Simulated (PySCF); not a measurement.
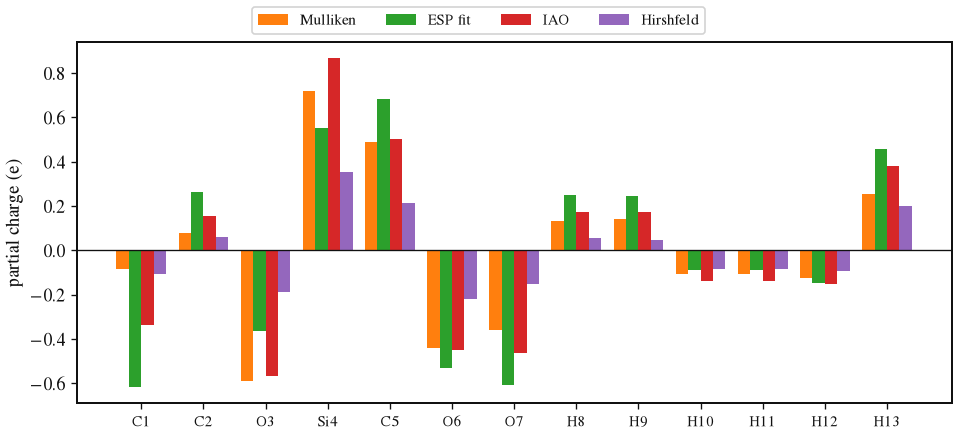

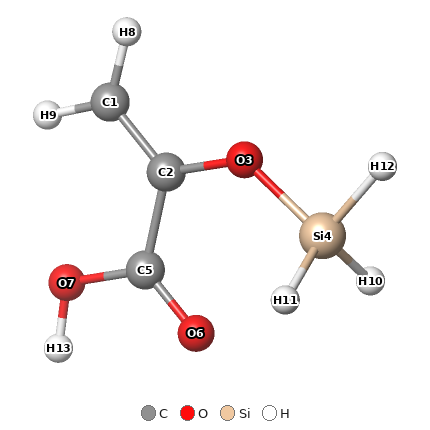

Atomic charges of C₃H₆O₃Si, SMILES C=C(O[SiH3])C(=O)O by 4 schemes, PBE0/pcSseg-1 in PySCF, at a GFN2-xTB geometry (no frequency check).

Question: Which atom is the most negative in each scheme?

Answer: Mulliken: O3 (−0.59 e); ESP fit: C1 (−0.62 e) and O7 (−0.61 e); IAO: O3 (−0.57 e); Hirshfeld: O6 (−0.22 e).

Question: Which scheme gives the smallest charges overall?

Answer: Hirshfeld: mean absolute charge Hirshfeld 0.14, Mulliken 0.28, IAO 0.35, ESP fit 0.38 e.

Caveats: the tight-binding geometry is rougher than a DFT one and adds to the error; one conformer of a flexible molecule.
